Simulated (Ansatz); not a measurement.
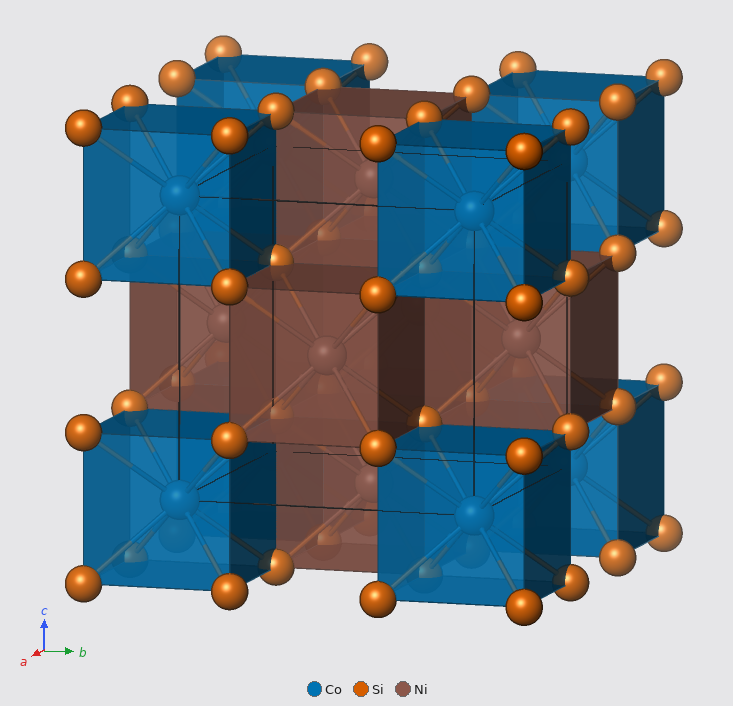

Shown here is a polyhedral view of the crystal, taken slightly off an axis. The conventional unit cell is outlined; an atom on or near a face, edge or corner is repeated at each equivalent position. Some neighbours outside the box are added.

CoSi$_{8}$Ni$_{3}$, space group Pm-3m (No. 221), a = 5.410 Å, b = 5.410 Å, c = 5.410 Å, α = 90.00°, β = 90.00°, γ = 90.00°. Its origin is a structure type filled with these elements by a generator (whether the compound takes this form wasn't checked). Earlier steps of the study, as a rule a relaxation of our own, may have changed the cell and positions, so they can lie some per cent off the listed ones. It went into a calculation with Ansatz.

This one geometry was computed with Ansatz (DFT, plane waves, PAW) at three levels of theory: PBE, LDA and r2SCAN.

> Which level gives the highest pressure at this volume, and what does that say about its equilibrium volume?

Highest: PBE (0.0 GPa), which points to the largest equilibrium volume. Lowest, with the smallest volume: LDA (-8.1 GPa). Levels within 0.5 GPa of each other can't be told apart.

> How does the band gap change with the level of theory?

All levels give a metal.

> Collect the results in a table.

| level | cutoff (eV) | k-mesh of the run's cell | gap (eV) | pressure (GPa) |
| --- | --- | --- | --- | --- |
| PBE | 420 | 8×8×8 | metal | 0.0 |
| LDA | 420 | 8×8×8 | metal | -8.1 |
| r2SCAN | 500 | 8×8×8 | metal | -5.4 |

Gaps are taken on the k-mesh or band path of each run.
